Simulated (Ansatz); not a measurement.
Cost and result by functional for the surface energy of the (20-21) surface of hcp Hf in its 1x1 cell, outermost plane spacing 0.22 Å in the ideal cut, in Ansatz (plane waves, PAW). Single points on the PBE structure, on one kind of machine; costs are rough ratios of the slab run's core time (references not counted) to the cheapest single point. r2SCAN's cost holds its higher cutoff (500 against 420 eV). Differences are taken against r2SCAN for comparison alone: no measured value is at hand, so the table doesn't rank accuracy.

Model: 16-atom slab, 9.6 Å thick at the start (thin: gaps and levels are the slab's own), 12x4x1 mesh, Fermi-Dirac 0.1 eV, dipole correction, all atoms relaxed; held to the part of the start's symmetry that mesh and held atoms allow; no spin, no spin-orbit, no U. These notes are the PBE run's.

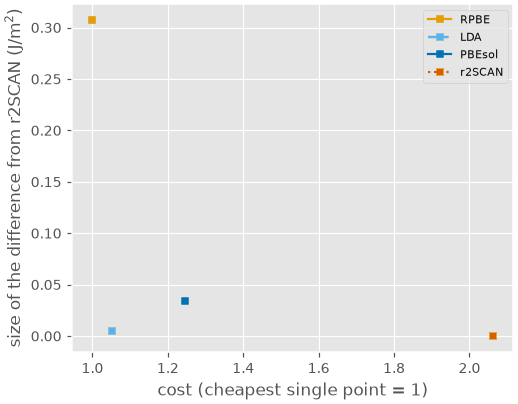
Fig. 1. Difference from r2SCAN against cost

| functional | relative cost | surface energy (J/m²) | less r2SCAN (J/m²) |
|---|---|---|---|
| RPBE | 1 | 1.74 | -0.31 |
| LDA | 1 | 2.05 | 0.00 |
| PBEsol | 1 | 2.01 | -0.03 |
| r2SCAN | 2 | 2.04 | 0.00 |
| PBE (the relaxed run's value) | – | 1.85 | -0.20 |

The values span 0.31 J/m², while the single points' costs differ by a factor of roughly 2. Differences are of unrounded values.

Ansatz is a quantum-chemistry and plane-wave program.
